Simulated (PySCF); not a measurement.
```csv
atom,x (Å),y (Å),z (Å)
C,-3.0039,-0.7930,-0.0227
C,-1.6958,-0.1806,0.0762
C,-0.5817,0.2862,0.1465
Ga,1.0785,1.3012,0.3227
N,2.5506,-0.3510,-0.0234
Cl,1.6701,1.8472,2.2608
Cl,1.6175,2.5423,-1.2811
H,-3.7186,-0.0711,-0.4163
H,-2.9668,-1.6522,-0.6918
H,-3.3373,-1.1200,0.9617
H,2.4563,-1.0843,0.6766
H,2.4367,-0.7633,-0.9473
H,3.4900,0.0391,0.0418
```

Geometry: GFN2-xTB.

Method: PBE0/def2-SVPD, SCF density, gas phase in PySCF 2.14.0.

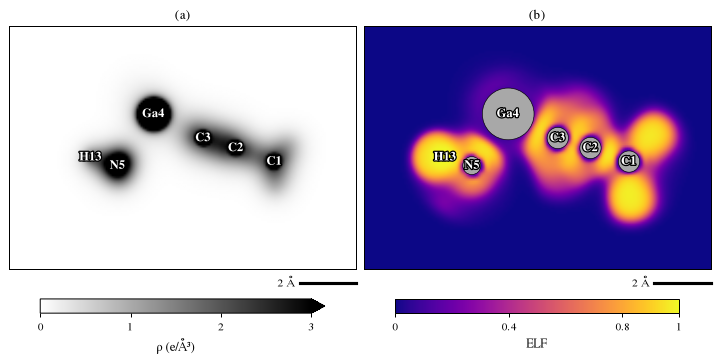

C$_{3}$H$_{6}$Cl$_{2}$GaN (SMILES CC#[C][Ga-]([NH3+])([Cl])[Cl]). (a) total electron density; (b) ELF on the plane of atoms Ga4, N5 and H13. Grey discs cover the atomic cores in the ELF map.

Describe what can be read from this map.

The plane passes through C, Ga, N and H nuclei. C–C (1.21 Å): ρ at the midpoint is about 2.7 e/Å³; the ELF peaks at about 0.85 between the atoms; a multiple bond. C–Ga (1.95 Å): ρ at the midpoint is about 0.77 e/Å³; the ELF peaks at about 0.95 in the valence shell of C, 0.7 Å from its nucleus, and is about 0.55 at the midpoint. Ga–N (2.24 Å): the density is about 0.39 e/Å³ at the midpoint; the ELF peaks at about 0.95 in the valence shell of N, 0.7 Å from its nucleus, and is about 0.30 at the midpoint. N–H (1.02 Å): ρ at the midpoint is about 2.8 e/Å³; the ELF climbs to about 1 towards the hydrogen, as it does in any bond to H; a covalent bond by its length.
